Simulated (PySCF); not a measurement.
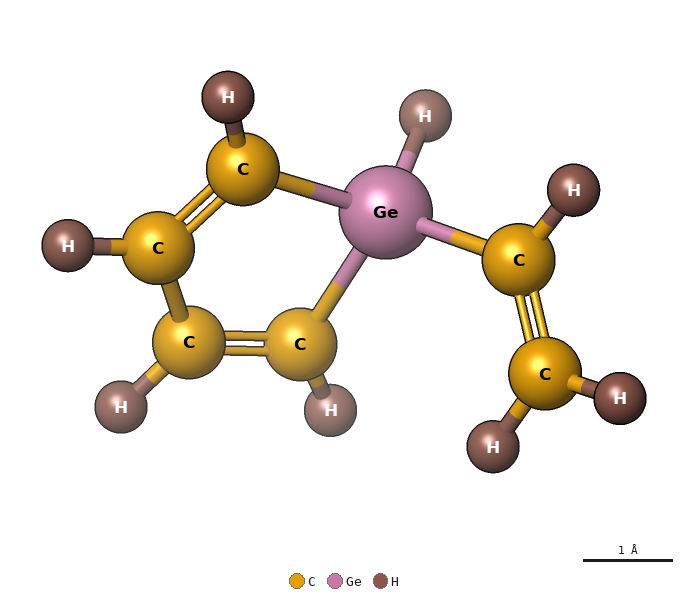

Distant atoms are faded towards the background colour. Computed geometry: PBE0-D3(BJ)/def2-SVP optimisation. No frequency run is at hand to confirm it as a minimum. Masses are those of the most abundant isotopes; constants are for the rigid equilibrium geometry.

Q: Classify the rotor and give the rotational constants (MHz).

A: An asymmetric top (C1): A = 3379, B = 1509, C = 1361 MHz. Ray's parameter κ is −0.85, close to the prolate limit.
